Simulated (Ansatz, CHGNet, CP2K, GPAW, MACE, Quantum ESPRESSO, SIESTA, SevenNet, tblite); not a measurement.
# Random wurtzite alloy of AlN and GaN (72 atoms): other programs against plane waves

One geometry of random wurtzite alloy of AlN and GaN (72 atoms) is solved by several programs and methods. How far do their forces lie from a plane-wave PBE run?

Results are calculated, not measured.

## (1) The cell

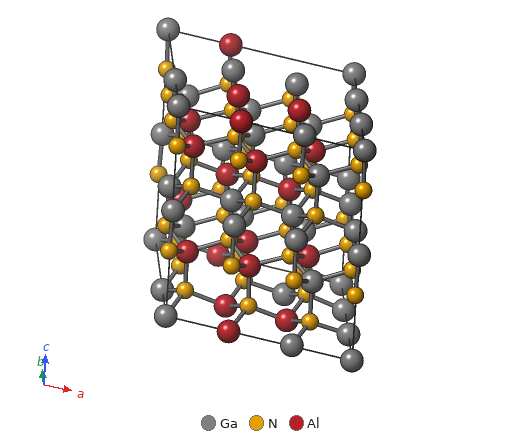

The cell (gallium grey, nitrogen orange, aluminium red). Bonds to atoms that aren't drawn are left out. Some periodic images of atoms are drawn too.

The cell holds 72 atoms (22 Ga, 36 N and 14 Al), with edges of 9.48, 9.48 and 10.21 Å. Recipe: wurtzite AlN, 3 x 3 x 2 conventional cells, 22 of 36 Al sites given to Ga at random (x = 0.611), lattice by Vegard's rule (a = 3.159 Å, c = 5.106 Å); not relaxed, displaced by a Gaussian of 0.02 Å. Then every atom was moved at random, 0.02 Å r.m.s. a Cartesian component. The density is 5.05 g/cm³.

## (2) The reference input

Quantum ESPRESSO 7.5: Kohn-Sham DFT, PBE, SSSP efficiency 1.3.0 pseudopotentials, plane waves. Its input, pw.in:

```
&control
  calculation = 'scf'
  pseudo_dir = './pseudo'
  outdir = './tmp'
  disk_io = 'none'
  tprnfor = .true.
  tstress = .true.
/
&system
  ibrav = 0
  nat = 72
  ntyp = 3
  ecutwfc = 60
  ecutrho = 480
  nosym = .true.
  occupations = 'smearing'
  smearing = 'fd'
  degauss = 0.003675
/
&electrons
  conv_thr = 3.6e-07
  electron_maxstep = 100
  mixing_beta = 0.4
  mixing_mode = 'plain'
  diagonalization = 'david'
/
ATOMIC_SPECIES
Ga 69.723 Ga.upf
N 14.007 N.upf
Al 26.982 Al.upf
CELL_PARAMETERS angstrom
9.47730 0.00000 0.00000
-4.73865 8.20758 0.00000
0.00000 0.00000 10.21220
ATOMIC_POSITIONS crystal
Ga 0.99826 0.99957 0.00071
N 0.11045 0.22660 0.06419
Al 0.10817 0.22301 0.24890
N 0.99520 0.00472 0.30887
[... 66 atom lines left out ...]
Ga 0.77466 0.88981 0.74833
N 0.65921 0.66572 0.81189
K_POINTS gamma
```

```console
$ OMP_NUM_THREADS=1 mpirun -np 2 pw.x -in pw.in > output.txt
```

Wall time 8 min (2 MPI ranks of Arm Neoverse V1, shared host); peak memory 2.5 GiB.

It converged with an r.m.s. force component of 0.76 eV/Å and a pressure of 5.7 GPa.

Its highest filled and lowest empty levels lie 2.66 eV apart on its k-points.

## (3) The other programs

- CHGNet: machine-learned potential, published weights.
- CP2K 2026.2: Gaussian basis with GTH pseudopotentials and a plane-wave density; labels give functional, basis (MOLOPT sets; SR short-range, UZH the newer set with its own potentials), grid cutoff/relative cutoff and solver (OT: orbital transformation; TRS4, TC2, SIGN: linear-scaling purification with its sparsity filter), or its built-in tight binding.
- GPAW 26.7.0: PAW with atomic orbitals (LCAO), plane waves or a real-space grid of spacing h.
- MACE: machine-learned potential, published weights.
- SIESTA 5.4.2: numerical atomic orbitals, whose automatically made sets are far from complete, with PseudoDojo norm-conserving potentials that we converted to its format (checked against plane waves on the same files for H, C, O, Si, Ge and Ca alone); labels give functional, basis size, energy shift and mesh cutoff.
- SevenNet: machine-learned potential, published weights.
- tblite 0.8.0: extended tight binding, driven from Python.

All use the same cell and atoms, and the electronic-structure runs the same k-mesh.

## (4) All runs compared

Differences are against the reference: forces as r.m.s. over components, share as that over the reference's r.m.s. force, slope as the fitted ratio of a run's forces to the reference's.

```csv
run,"Δ force, r.m.s. (meV/Å)",share (%),slope,Δ pressure (GPa),Δ gap (eV),cores,CPU time,memory (GiB)
reference,-,-,-,-,-,2,16 min,2.5
CHGNet 0.3.0 potential,204,27.0,0.741,-0.999,-,1,4.1 s,0.89
"CP2K PBE, SZV-MOLOPT-SR, 800/50 Ry, OT CG (coarse)",244,32.2,1.111,9.72,0.0747,2,16 min,1.8
"CP2K PBE, SZV-MOLOPT-SR, 800/50 Ry, TRS4 filter 1e-04, SCF 1e-05 (coarse)",265,35.0,1.133,10.2,-,2,89 s,1.8
"CP2K PBE, SZV-MOLOPT-SR, 800/50 Ry, TRS4 filter 1e-06, SCF 1e-06 (coarse)",240,31.7,1.104,9.72,-,2,2.2 min,1.8
"CP2K PBE, SZV-MOLOPT-SR, 800/50 Ry, TRS4 filter 1e-07, SCF 1e-07 (coarse)",246,32.5,1.113,9.72,-,2,2.9 min,1.8
"GPAW PBE, LCAO dzp, h 0.18 Å",315,41.6,1.351,-,-0.006,1,5.6 min,1.3
"GPAW PBE, LCAO sz(dzp), h 0.18 Å (coarse)",331,43.6,1.399,-,0.0192,1,65 s,0.95
MACE MPA-0 medium potential,75.8,10.0,0.949,-0.658,-,1,10 s,1.1
"SIESTA PBE, DZP, shift 0.01 Ry, mesh 150 Ry (coarse)",40.8,5.38,1.039,2.99,0.065,2,2.5 min,0.88
"SIESTA PBE, DZP, shift 0.01 Ry, mesh 500 Ry",44.0,5.80,1.043,2.57,0.0639,2,12 min,2.6
SevenNet 0 potential,83.9,11.1,0.912,-0.521,-,1,9.7 s,0.95
tblite GFN1-xTB,313,41.4,0.706,14.5,-,1,7.7 s,0.12
```

Rows marked coarse were listed beforehand as settings not expected to be converged; some can still land near the reference.

Times of the machine-learned potentials are mostly Python's start and the loading of weights.

CPU time is summed over cores on shared hosts, so it is rough.

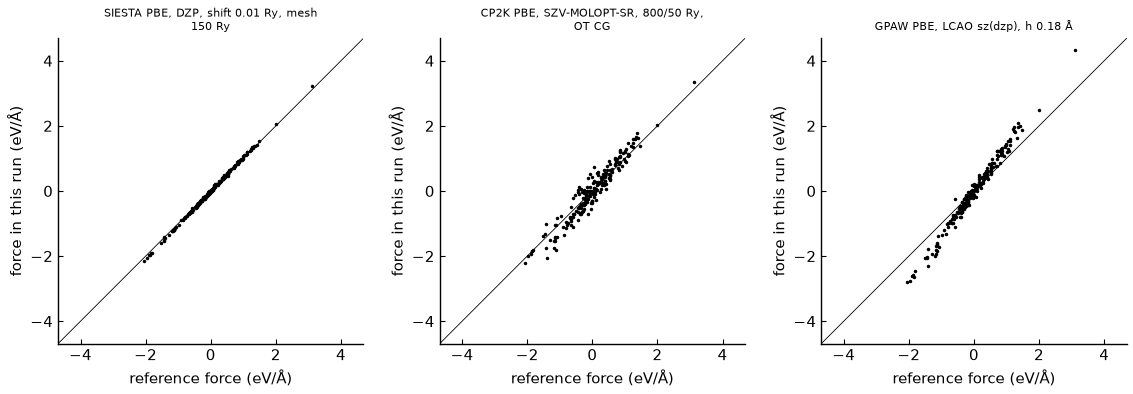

Force components against those of the reference; the line marks equality.

## (5) Findings

Forces lie from 5.4 % (SIESTA PBE, DZP, shift 0.01 Ry, mesh 150 Ry, coarse) to 44 % (GPAW PBE, LCAO sz(dzp), h 0.18 Å, coarse) of the reference's r.m.s. force of 0.76 eV/Å away from it. The PBE runs in local orbitals, coarse settings apart, differ by 5.8 % (SIESTA PBE, DZP, shift 0.01 Ry, mesh 500 Ry) to 42 % (GPAW PBE, LCAO dzp, h 0.18 Å); basis, grid and potentials can all enter. Tight binding differs by 41 % (tblite GFN1-xTB); it is another model, with fitted parameters of its own, and the xTB methods hold dispersion. Machine-learned potentials differ by 10 % (MACE MPA-0 medium potential) to 27 % (CHGNet 0.3.0 potential); they were trained on other programs' data. Among those trained on PBE data the slope goes as low as 0.74, which softening far from their training structures can give, though the reference's k-sampling is untested too.

Runs with settings chosen to be coarse differ by 5.4 % (SIESTA PBE, DZP, shift 0.01 Ry, mesh 150 Ry) to 44 % (GPAW PBE, LCAO sz(dzp), h 0.18 Å), their programs' other errors included. GPAW PBE, LCAO sz(dzp), h 0.18 Å stiffens the forces by a factor of 1.40 while following their directions (correlation 0.992); the slopes of the 2 GPAW runs lie between 1.35 and 1.40. From SIESTA PBE, DZP, shift 0.01 Ry, mesh 150 Ry to the finer SIESTA PBE, DZP, shift 0.01 Ry, mesh 500 Ry the share goes from 5.38 to 5.80 %, so the grid isn't what parts these runs from the reference. Pressures at PBE, coarse settings apart, lie +2.57 GPa from the reference's. Gaps at PBE, coarse settings apart, lie -0.01 to +0.06 eV from the reference's, on k-points that hold the band edges only if these fold onto them.

Caveats: Periodic xTB results under one method name differ between programs and library versions. The potentials hold different valence shells: 508 electrons in the reference, 288 in GPAW; this bears on time and differences. GPAW's setups keep the filled d shell of Ga in the core. The reference's pressure holds the uncorrected Pulay stress of its 60 Ry basis, so small pressure differences may be the reference's own error. GPAW's Ga setup keeps the 3d shell in the core. Machine-learned potentials mimic data converged in k, so the reference's own k-point error enters their differences. The host structure and its lattice constant were typed by rule, without a check against the phase diagram. The electronic-structure runs sample only Γ, in a cell whose shortest periodic width is 8 Å. The reference's pressure of 5.7 GPa reflects the volume that the recipe set, positions that aren't this level's minimum and the coarse k-sampling. The reference's 60/480 Ry lie under the cutoffs that SSSP recommends for Ga (70/560 Ry). Spin–orbit coupling is left out. Where levels are smeared, the DFT runs use Fermi–Dirac occupations at 580 K (0.05 eV), and energies are free energies. The atoms were displaced at random, and shares hang on the size of the forces that this gives. The reference's cutoffs and mesh weren't converged further here.

[Logs are printed without paths, hosts, clocks, repeated set-up lines and the standing remarks that a program may print on its own settings, such as how far it seeks lower states.]

[Hosts, paths, dates, database ids (printed as entryN), source tags and the programs' standing remarks are cut or masked in the printed files.]

[Cells were taken only where this reference lay near another plane-wave run.]
